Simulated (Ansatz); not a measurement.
AlSiH4OBrClF: several calculations on one system

Part 1: Relaxation

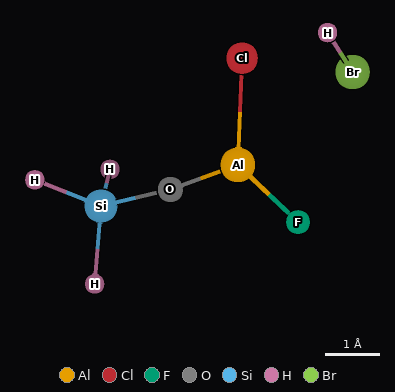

Starting structure of AlSiH4OBrClF. The picture is a ball-and-stick view, seen from a free direction.

The run prepares an end point of a later path (reaction) calculation, from a guessed geometry.

The calculation used RKS B3LYP/def2-SVP (Ansatz).

The input:
```yaml
crystal:
  periodic: [false, false, false]
  atoms:
    - { symbol: Al, position_ang: [0.229652, -0.322875, 0.15291] }
    - { symbol: Cl, position_ang: [0.667408, -0.30242, 2.300787] }
    - { symbol: F, position_ang: [1.501943, -0.024831, -0.856744] }
    - { symbol: O, position_ang: [-1.259239, -0.825967, -0.417819] }
    - { symbol: Si, position_ang: [-2.783815, -1.328144, -0.836867] }
    - { symbol: H, position_ang: [-3.136423, -2.560117, -0.070967] }
    - { symbol: H, position_ang: [-3.772505, -0.25605, -0.525836] }
    - { symbol: H, position_ang: [-2.827622, -1.634931, -2.294819] }
    - { symbol: Br, position_ang: [-0.401222, 3.116944, 1.033282] }
    - { symbol: H, position_ang: [0.131523, 2.205392, 2.105973] }
basis:
  gaussian: { orbitals: def2-SVP }
hamiltonian:
  xc: b3lyp
relax:
  f_tol: 0.03
  max_steps: 50
output:
  orbitals: {}
```

Launched with:
```bash
ansatz run input.yaml --threads 4 --pin off --max-ram 5120MiB --backend cpu --events-out ev --progress --plain --runs-dir out
```

Question: Where does the relaxation end?

Answer: The atom that moves furthest after the best rigid fit is Br9 (0.68 Å). By element the largest moves are Br 0.68 Å, Cl 0.24 Å, Al 0.21 Å, O 0.18 Å, F 0.17 Å, H 0.17 Å. Some distances before and after: Al1–Br9 3.606 → 2.782 Å, Al1–Cl2 2.192 → 2.113 Å, Br9–H10 1.505 → 1.434 Å, Al1–O4 1.672 → 1.686 Å. New bonds form, among them: Al1–Br9 (3.61 → 2.78 Å). Bond angles that change, for instance: Al1–O4–Si5 174.7° → 178.5°, F3–Al1–O4 122.1° → 119.2°. After 8 accepted moves (9 points after the start) the energy has fallen by 0.250 eV. Largest force component: 1.2 eV/Å at the start, 0.019 eV/Å at the end. The line search rejected the trial step at point 4 of the run.

Final geometry:

```xyz
10

Al    0.2054   -0.1588    0.2766
Cl    0.7873   -0.5146    2.2760
F     1.4296    0.1237   -0.8118
O    -1.2863   -0.7077   -0.2864
Si   -2.7545   -1.2580   -0.7986
H    -3.1298   -2.5040   -0.0689
H    -3.8024   -0.2238   -0.5470
H    -2.7204   -1.5486   -2.2613
Br   -0.4387    2.5075    0.7381
H     0.0597    2.3513    2.0733
```

After the run, drawn alike:

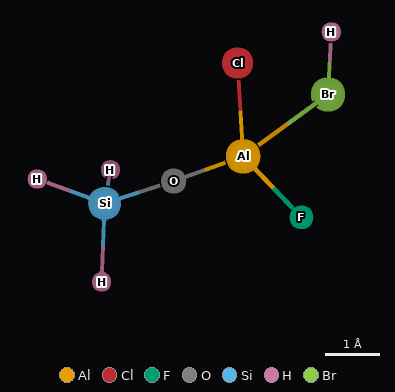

Limits of the set-up: the start holds two separate molecules, 2.6 Å apart at their closest, whose relative position is a soft coordinate and is computed without a dispersion correction.

Part 2: Relaxation

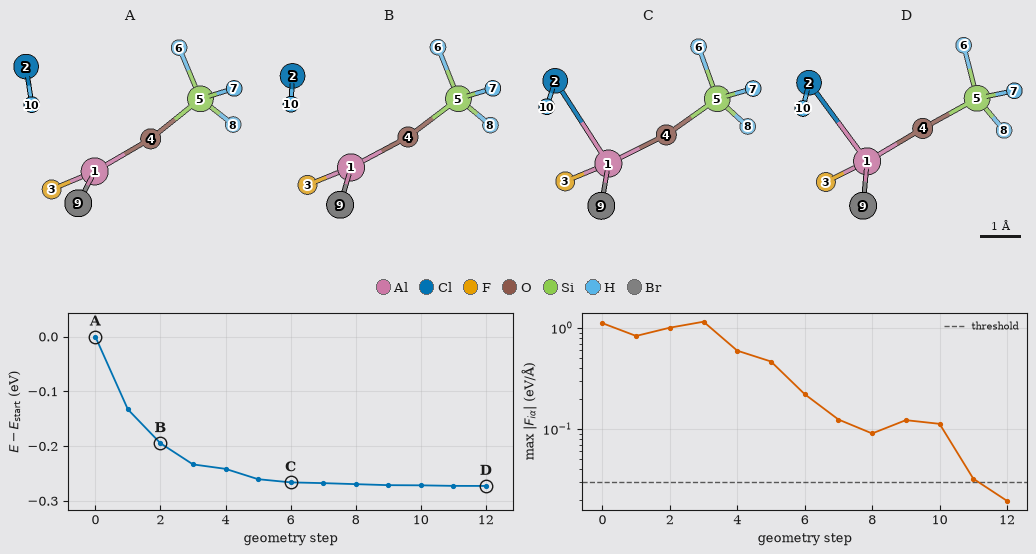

Frames of a relaxation of AlSiH4OBrClF, marked on the history of the run. Style: ball-and-stick. Shown at a tilt.

The run prepares an end point of a later path (reaction) calculation, from a guessed geometry.

The calculation used RKS B3LYP/def2-SVP (Ansatz 0.2.0).

Input file:
```yaml
crystal:
  periodic: [false, false, false]
  atoms:
    - { symbol: Al, position_ang: [0.038744, 0.515276, -0.422068] }
    - { symbol: Cl, position_ang: [0.157429, -0.003176, 2.959295] }
    - { symbol: F, position_ang: [1.525728, -0.09458, -0.821267] }
    - { symbol: O, position_ang: [-1.384069, -0.314516, -0.71735] }
    - { symbol: Si, position_ang: [-2.715953, -1.301479, -0.83842] }
    - { symbol: H, position_ang: [-2.556339, -2.480963, 0.061104] }
    - { symbol: H, position_ang: [-3.937908, -0.544376, -0.444013] }
    - { symbol: H, position_ang: [-2.860636, -1.769231, -2.245994] }
    - { symbol: Br, position_ang: [-0.005873, 2.752881, 0.359866] }
    - { symbol: H, position_ang: [0.088578, 1.307164, 2.698747] }
basis:
  gaussian: { orbitals: def2-SVP }
hamiltonian:
  xc: b3lyp
relax:
  f_tol: 0.03
  max_steps: 50
```

Launched with:
```bash
ansatz run input.yaml --threads 4 --pin off --max-ram 5120MiB --backend cpu --events-out ev --progress --plain --runs-dir out
```

### Describe the path.

Cl2 moves most after the best rigid fit: 0.52 Å. By element the largest moves are Cl 0.52 Å, Al 0.33 Å, O 0.31 Å, F 0.26 Å, H 0.21 Å, Br 0.21 Å. Some distances before and after: Al1–Cl2 3.423 → 2.607 Å, Al1–Br9 2.371 → 2.277 Å, Cl2–H10 1.338 → 1.301 Å, Al1–O4 1.673 → 1.686 Å. New bonds form, among them: Al1–Cl2 (3.42 → 2.61 Å). Among the angles between lasting bonds that change: Al1–O4–Si5 171.4° → 176.1°, F3–Al1–O4 122.6° → 119.5°. Over 12 geometry steps the energy falls by 0.273 eV. Largest force component: 1.1 eV/Å at the start, 0.019 eV/Å at the end. Cost: 46 s on 4 threads of Arm Neoverse V2 (shared host), peak memory 0.38 GiB. From step 0 to 2: Cl2 moves most (0.38 Å), energy −0.195 eV. From step 2 to 6: Cl2 moves most (0.17 Å), energy −0.071 eV. From step 6 to 12: O4 moves most (0.18 Å), energy −0.007 eV.

Limits of the set-up: the start holds two separate molecules, 2.8 Å apart at their closest, whose relative position is a soft coordinate and is computed without a dispersion correction.

Part 3: Path

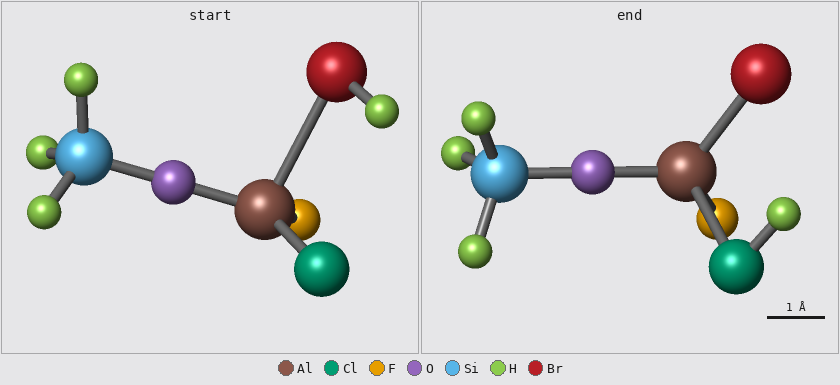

The two relaxed end points of a path for AlSiH$_{4}$OBrClF. Style: ball-and-stick. Shown at a tilt.

All numbers below come from RKS B3LYP/def2-SVP (Ansatz 0.2.0).

Settings: 5 movable images; climbing image; force threshold 0.03 eV/Å; iteration limit 60.

Start:
```xyz
10

Al    0.2052   -0.1580    0.2775
Cl    0.7859   -0.5129    2.2775
F     1.4300    0.1249   -0.8101
O    -1.2858   -0.7079   -0.2863
Si   -2.7533   -1.2592   -0.7994
H    -3.1284   -2.5051   -0.0696
H    -3.8020   -0.2254   -0.5489
H    -2.7180   -1.5502   -2.2620
Br   -0.4407    2.5081    0.7378
H     0.0568    2.3526    2.0734
```

End:
```xyz
10

Al   -0.0096    0.4989   -0.1199
Cl    0.3335   -0.0127    2.4130
F     1.4497   -0.1025   -0.6434
O    -1.4204   -0.3768   -0.4091
Si   -2.7521   -1.2791   -0.7814
H    -2.7566   -2.5393    0.0193
H    -3.9943   -0.5128   -0.4715
H    -2.7554   -1.6322   -2.2307
Br   -0.1150    2.7524    0.1927
H     0.3698    1.2712    2.6209
```

> What barrier does the band find between them, and by what path?

The highest point, image 4, lies 22.9 kJ/mol above the start and 23.7 kJ/mol above the end; the end is at −0.8 kJ/mol relative to the start. A hydrogen atom shifts from one atom to another. Breaking: Br9–H10 (1.43 → 1.69 at the top → 2.89 Å). Forming: Cl2–H10 (2.96 → 1.63 at the top → 1.30 Å). The band converged in 31 iterations. The largest component of the band force went from 2.4 to 0.029 eV/Å. The climbing image converged on the top of the path. Its vibrational analysis gives one imaginary mode (484i cm⁻¹), as a transition state must have.

Energies of the converged images:

```json
{"image": "0", "path (Å)": "0.00", "E (kJ/mol)": "0.0"}
{"image": "1", "path (Å)": "0.37", "E (kJ/mol)": "0.4"}
{"image": "2", "path (Å)": "0.74", "E (kJ/mol)": "2.9"}
{"image": "3", "path (Å)": "1.10", "E (kJ/mol)": "10.7"}
{"image": "4", "path (Å)": "1.47", "E (kJ/mol)": "22.9"}
{"image": "5", "path (Å)": "2.00", "E (kJ/mol)": "3.9"}
{"image": "6", "path (Å)": "2.53", "E (kJ/mol)": "-0.8"}
```

The geometry at the top of the path:

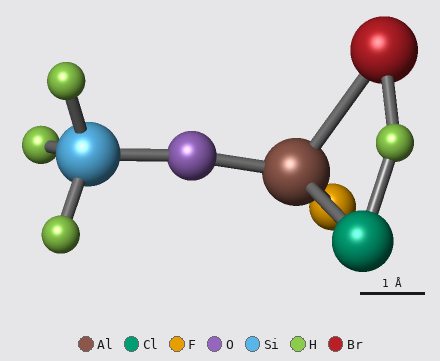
